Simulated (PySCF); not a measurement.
System: C₂H₆BiO₂ (charge +1).

```xyz
11

Bi    0.0000    0.0000   -0.4318
O     1.6078    0.0969    0.7773
C     1.9051    0.0833    2.1622
H     2.9032   -0.3634    2.2804
H     1.9362    1.1164    2.5442
H     1.1753   -0.4996    2.7448
O    -1.6078   -0.0969    0.7773
C    -1.9051   -0.0833    2.1622
H    -2.9032    0.3634    2.2804
H    -1.9362   -1.1164    2.5442
H    -1.1753    0.4996    2.7448
```

Core potentials replace the inner electrons of Bi.

Level of theory: RKS PBE0, Bi def2-SVP with ECP60, O def2-SVP, C def2-SVP, H def2-SVP; non-relativistic Hamiltonian with scalar-relativistic core potentials where named; density fitting in PySCF.

**What will maps of the electron density and electron localisation function show?**

C–O (1.42 Å): ρ is about 1.9 e/Å³ halfway, with its minimum of 1.7 e/Å³ about 0.5 Å from C; the ELF peaks at about 0.85 between the atoms: a polar covalent bond.
Bi–O (2.01 Å): ρ is about 0.81 e/Å³ halfway; the ELF peaks at about 0.80 in the valence shell of O, 0.5 Å from its nucleus, and drops to about 0.15 between the two atoms.

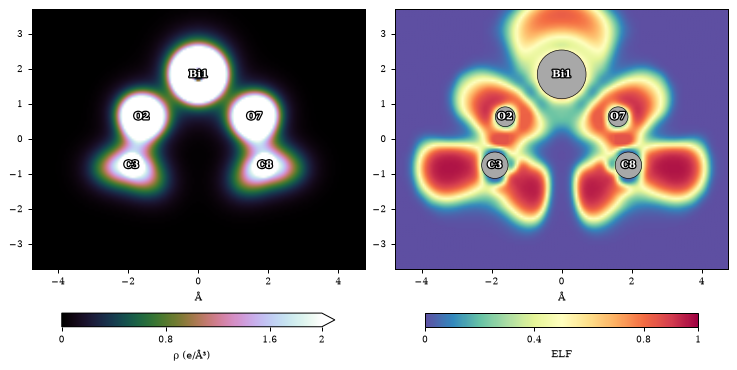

Computed electron density and electron localisation function on the plane of atoms O2, Bi1 and O7, in this order. Grey discs cover the atomic cores in the ELF map. 
